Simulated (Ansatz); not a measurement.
**H3NSi2: density, localisation and related maps**

```xyz
6

N    -0.9629    0.2427   -0.6909
Si    0.4644    0.3940    0.2283
Si    2.1969    0.1074    1.4227
H    -1.8958    0.3316   -0.2980
H    -0.9703    0.0187   -1.6820
H     1.1678   -1.0945    1.0197
```

Theory: Ansatz, UKS B3LYP-D4/def2-SVP.

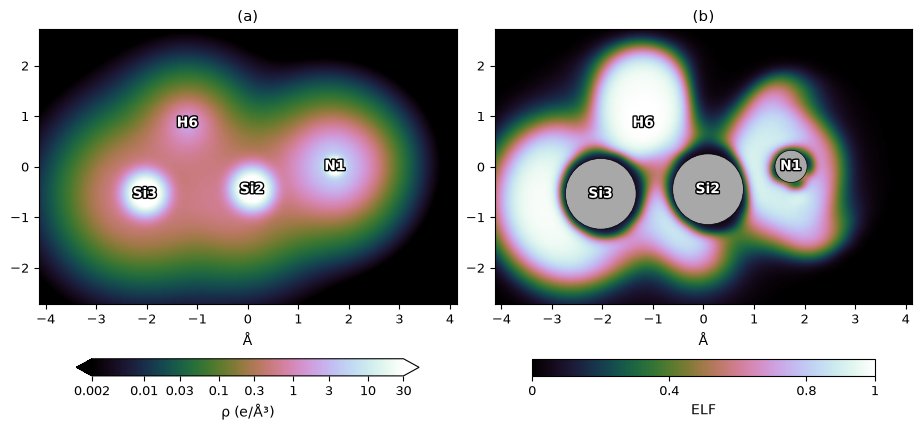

Figure 1. (a) electron density; (b) electron localisation function on the plane of atoms Si2, Si3 and H6. Grey discs cover the atomic cores in the ELF map.

> Read the bonding off the picture.

- Atoms in the plane: N, Si and H.
- Si–N (1.70 Å): ρ is about 1.1 e/Å³ halfway; the ELF peaks at about 0.90 between the atoms (a polar covalent bond).
- Si–Si (2.12 Å): ρ at the midpoint is about 0.57 e/Å³; the ELF peaks at about 0.65 between the atoms.
- Si–H (1.63 Å): ρ is about 0.55 e/Å³ halfway; the ELF climbs to about 1 towards the hydrogen, as it does in any bond to H.
- The ELF also peaks beside Si3 and N1, away from the bonds: lone-pair regions.

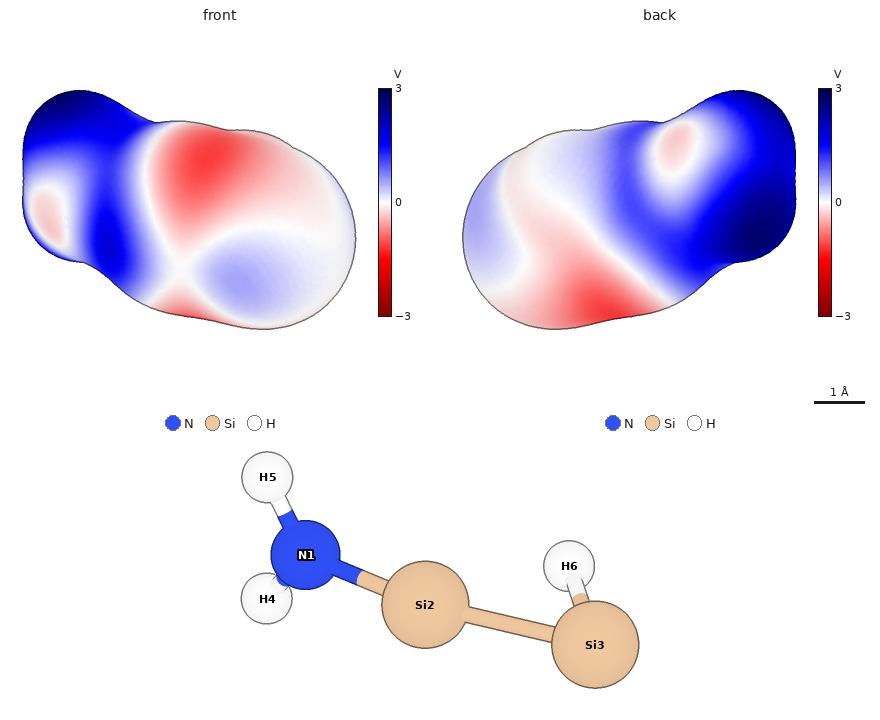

Figure 2. The molecular electrostatic potential painted on the density surface at 0.004 e/bohr³, seen from the front and from behind; red is negative and blue positive. The bare structure is drawn below in the same view.

> Which sites attract a positive test charge, and which a negative one?

A positive charge is drawn to the negative regions and a negative charge to the positive ones. The most negative region (about −1.1 V) lies over Si2 and Si3, the most positive (about +2.7 V) over H4 and H5.

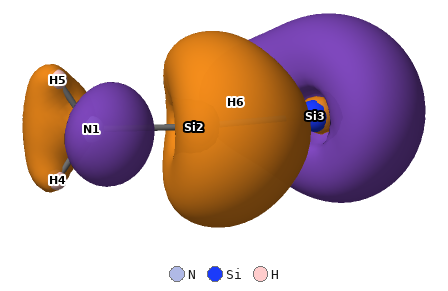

Figure 3. The HOMO−1 at ±0.08 Å⁻³ᐟ² (orange and purple are the two phases), seen at a tilt.

> Describe this orbital and give its energy.

It lies mainly on Si3 (about 50 %), Si2 (about 30 %), N1 (about 10 %) and H6 (about 5 %). Its energy is −7.40 eV.

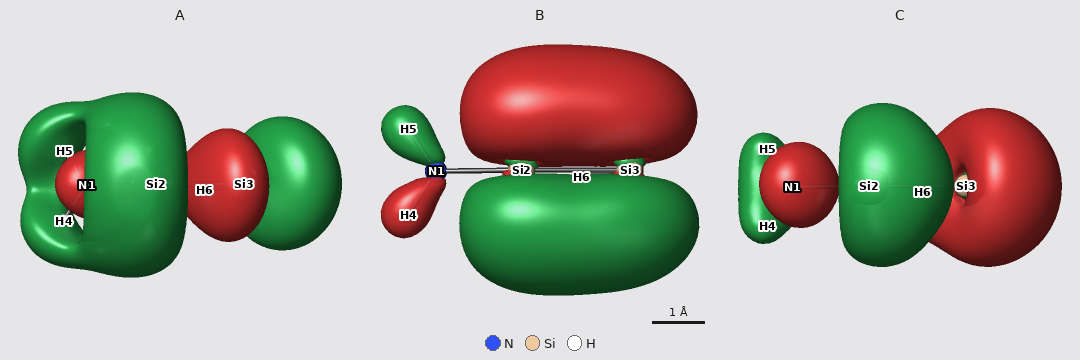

Figure 4. Three frontier orbitals at ±0.06 Å⁻³ᐟ² (green and red are the two phases), in no order.

> Order the three orbitals by energy and name them.

C is the HOMO−1 (−7.40 eV). It lies mainly on Si3 (about 50 %), Si2 (about 30 %), N1 (about 10 %) and H6 (about 5 %). B is the HOMO (−5.25 eV). It lies mainly on Si2 (about 50 %) and Si3 (about 45 %); π-bonding across Si2–Si3. A is the LUMO (−1.33 eV). It lies mainly on Si2 (about 45 %), Si3 (about 35 %) and N1 (about 10 %).

> What is the HOMO–LUMO gap?

3.92 eV between the orbital energies.
